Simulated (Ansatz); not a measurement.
Band structure of Ta2N (P-3m1, 3 atoms in the cell).

```xyz
3
Lattice="3.0855 0.0000 0.0000 -1.5427 2.6721 0.0000 0.0000 0.0000 4.8270" Properties=species:S:1:pos:R:3 pbc="T T T"
Ta     1.5427     0.8907     3.5975
Ta     0.0000     1.7814     1.2295
N      0.0000     0.0000     0.0000
```

Level of theory: PBE, PAW files (plane waves; Ansatz, a program for electronic structure).

Settings: kpoints.mp_grid.grid = 14 14 8; hamiltonian.xc = pbe; hamiltonian.pseudopotentials = {kind: paw} (the program's default PAW files); scf.occupations.method = fermi_dirac; scf.occupations.width = 0.136 eV; kpoints.band_path.npoints = 8.

The starting cell comes from a database of computed structures (which also holds hypothetical and non-ambient phases and stackings), without a prior relaxation at this level. Its lattice was rescaled by a random factor within 2.5 % of one. Spin-orbit coupling is off. Spin polarisation is off; with an odd number of electrons in the cell that forces a metal, and a magnetic state may lie lower.

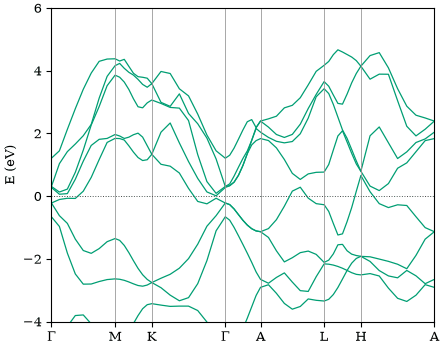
Fig. 1. Bands along the path, energies from the Fermi level.

Levels in eV from the Fermi level, bands 13 to 19:
```csv
point,13,14,15,16,17,18,19
Γ,-4.95,-0.66,-0.22,-0.22,0.28,0.31,0.31
M,-4.66,-2.64,-1.35,1.84,1.97,3.86,4.16
K,-3.43,-2.75,-2.75,1.33,1.33,3.07,3.59
A,-2.91,-2.65,-1.13,-1.13,1.84,2.04,2.39
L,-3.34,-2.16,-2.11,-0.27,0.77,3.42,3.65
H,-2.51,-1.92,-1.92,0.66,0.79,0.79,4.14
```

Bands cross the Fermi level along this path, so the cell is metallic at this level.

Keys are those of Ansatz 0.2.
